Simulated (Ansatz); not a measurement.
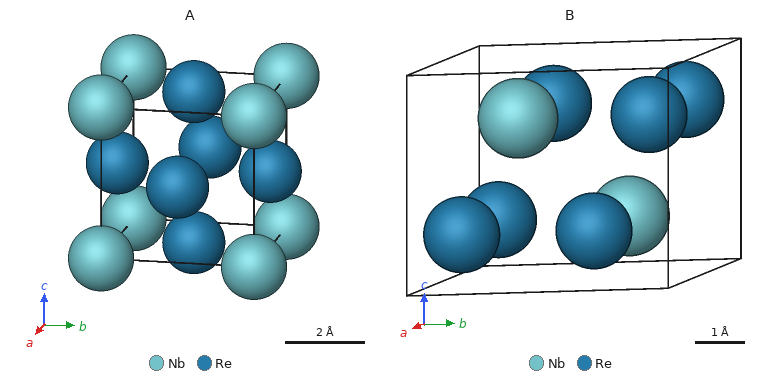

Two structures of NbRe$_{3}$, each relaxed to rest (conventional cells in solid outline, small ones repeated, not to one scale). Method: Ansatz 0.2.0, DFT PBE, scalar-relativistic, plane waves, PAW, without spin polarisation.

> State the structure in each panel.

A: Cu₃Au (L1₂) type, Pm-3m. B: 8 atoms a cell on a primitive hexagonal lattice, P6_3/mmc.

> Which form lies lower?

A is lower, by 34 meV/atom at this level of theory (energies at zero smearing). Volumes: A 15.7, B 15.8 Å³/atom.

One or both may be structure types tried for this composition rather than known phases.
